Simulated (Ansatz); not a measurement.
**MgS: response to strain**

Take MgS in the rock salt structure (space group Fm-3m, No. 225; a = 5.1820 Å) as the base. Axes: x, y, z lie along the cube axes.

Strains are applied to the cell and any free atomic positions relax; under biaxial strain the out-of-plane vector relaxes too.

Calculations: PBEsol in Ansatz (plane waves to 420 eV, PAW, without spin-orbit coupling).

Notes on the quantities. energy relative to the base: free energy F.

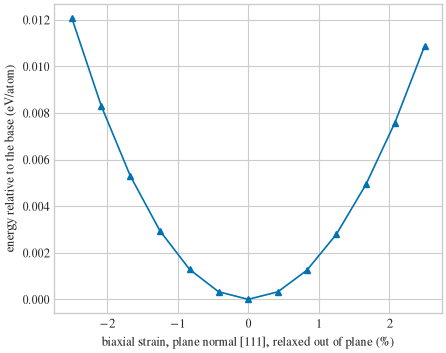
Figure: Energy relative to the base against biaxial strain, plane normal [111], relaxed out of plane

From the plot, what is the energy relative to the base for biaxial strain +2.50 %, plane normal [111], relaxed out of plane?

About 0.011 eV/atom.

Is the trend monotonic over the range shown?

No, it turns within the range, spanning 0 meV/atom to +12 meV/atom.

Stability against distortions was not tested.

Ansatz is a quantum-chemistry and plane-wave program.
